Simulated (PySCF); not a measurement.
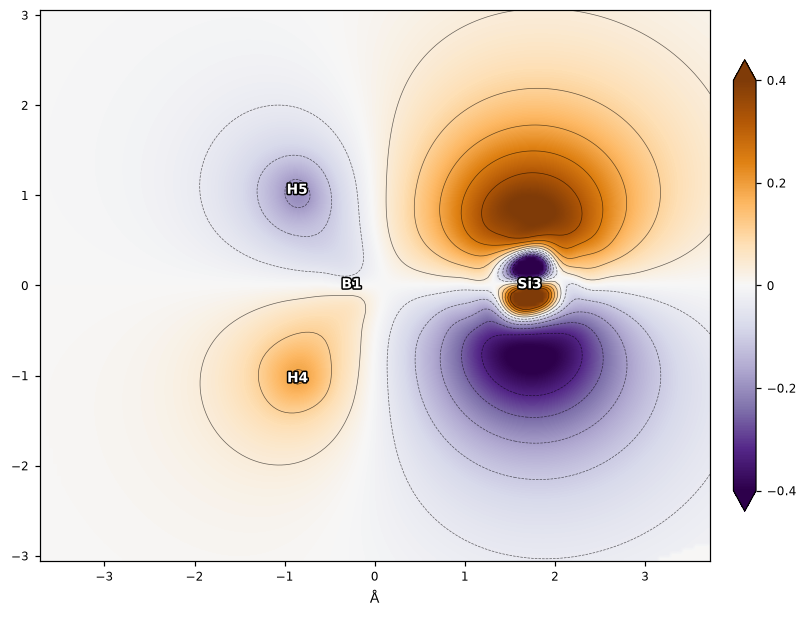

Figure 1: BClH2Si. The LUMO on the plane of atoms Si3, B1 and H5 (values in Å⁻³ᐟ²; the overall sign is arbitrary).

Geometry: PBE0-D3(BJ)/def2-SVP.

The calculation used PySCF, Gaussian-basis quantum chemistry of an isolated molecule with PySCF, energy and nuclear gradient, functional PBE0.

```xyz
5

B     0.1041   -0.1050    0.2282
Cl   -0.8553   -0.4087   -1.6834
Si   -1.7836   -0.6782    0.2955
H     0.9863   -0.9317    0.2880
H     0.3779    1.0731    0.2749
```

Question: Where does this orbital lie, and at what energy?

Answer: By Hirshfeld shares it lies mainly on Si3 (about 80 %) and Cl2 (about 10 %). Its energy is −3.05 eV.
